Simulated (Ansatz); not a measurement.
Where the default PAW files enter, the runs use the earlier of Ansatz's two default sets.

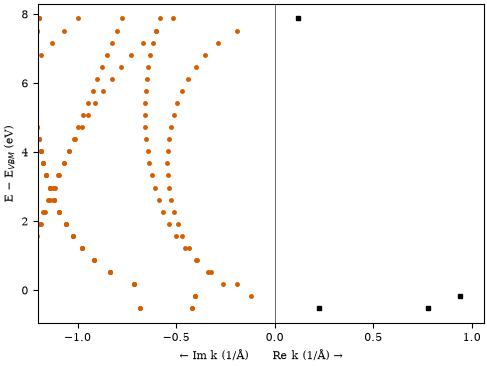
Figure: Complex bands at the centre of the two-dimensional zone; r2SCAN (Ansatz, a quantum-chemistry and plane-wave program)

No gap correction and no spin-orbit coupling; mid-gap values are interpolated between computed energies.

### Question
This is CaF2 (Fm-3m, fluorite, 3 atoms a cell, 14.0 Å³ an atom, -3 GPa at this level) along the normal of (001). Read off the slowest decay at the centre of the two-dimensional zone at 4.03 eV, the computed energy nearest the middle of the gap.

### Answer
κ ≈ 0.54 1/Å, a decay length 1/(2κ) of the density of 0.92 Å.
